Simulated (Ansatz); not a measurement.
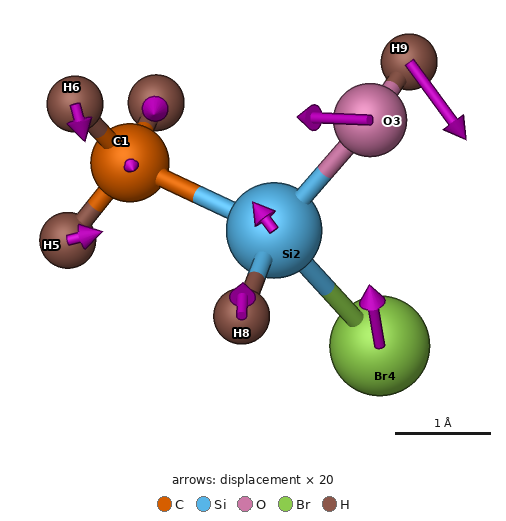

This is a relaxation of CH5BrOSi. The starting structure is drawn; purple arrows show the displacements, 20 times their true length. The two geometries are superimposed by the best rigid fit.

Style: ball-and-stick. Shown at a tilt.

The start comes from PBE-D4/def2-SVP.

Theory: Ansatz, RKS PBE0-D4/def2-TZVP.

Input file:
```yaml
crystal:
  periodic: [false, false, false]
  atoms:
    - {symbol: C, position_ang: [-0.513735, 1.016228, -0.369877]}
    - {symbol: Si, position_ang: [-0.066151, -0.673390, 0.307498]}
    - {symbol: O, position_ang: [1.391275, -0.701602, 1.131110]}
    - {symbol: Br, position_ang: [0.000466, -2.100572, -1.444160]}
    - {symbol: H, position_ang: [-1.509627, 0.983399, -0.856366]}
    - {symbol: H, position_ang: [-0.548163, 1.760148, 0.452874]}
    - {symbol: H, position_ang: [0.222942, 1.357269, -1.124801]}
    - {symbol: H, position_ang: [-1.070541, -1.186832, 1.287937]}
    - {symbol: H, position_ang: [2.182033, -0.501049, 0.598786]}
basis:
  gaussian: {orbitals: def2-TZVP}
hamiltonian: {xc: pbe0, dispersion: d4}
relax: {f_tol: 0.005, max_steps: 150}
```

What did the optimiser do to the structure, and how much energy did it gain?

After 7 geometry steps the energy has fallen by 1.25 kcal/mol. Largest force component: 0.97 eV/Å at the start, 0.0013 eV/Å at the end. The largest moves after the best rigid fit, 0.051 Å, are those of O3 and H9. Largest moves by element: H 0.051 Å, O 0.051 Å, Br 0.041 Å, Si 0.020 Å, C 0.007 Å. Near-neighbour distances that change, for instance: Si2–O3 1.674 → 1.637 Å, Si2–Br4 2.260 → 2.235 Å, C1–Si2 1.875 → 1.852 Å, Si2–H8 1.495 → 1.477 Å. Bond angles that change, for instance: Si2–O3–H9 115.7° → 118.4°. The run took about 80 core-seconds on a shared host.
